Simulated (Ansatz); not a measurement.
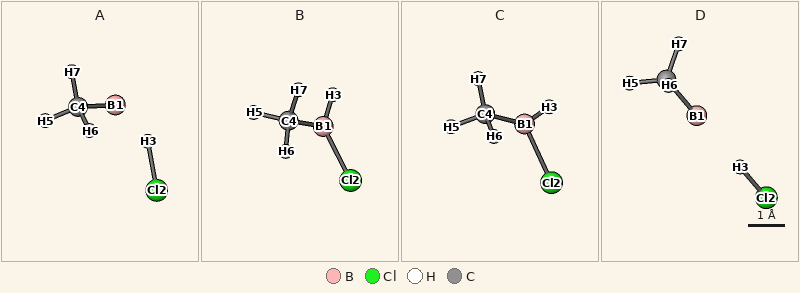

4 geometries from a converged minimum-energy path of CH$_{4}$BCl, shuffled. The picture is a ball-and-stick view, seen from a free direction.

Theory: Ansatz, RKS BHLYP/def2-SVP. Settings: 5 movable images; climbing image; force threshold 0.05 eV/Å; iteration limit 60; starting path through a guess of the saddle point.

Question: Which of them lies highest in energy?

Answer: A. In order along the path, whose images run from 0 to 6: B (image 0, 0.0 kcal/mol), C (image 2, +22.8 kcal/mol), A (image 4, +100.0 kcal/mol), D (image 6, +97.8 kcal/mol). Breaking: B1–Cl2 (1.76 → 2.83 at the top → 3.48 Å), B1–H3 (1.20 → 1.60 at the top → 2.17 Å). Forming: Cl2–H3 (2.52 → 1.42 at the top → 1.31 Å).

The run took 48 s on 1 thread of AMD EPYC 9R45 96-Core Processor (Zen 5) (shared host), peak memory 0.14 GiB.
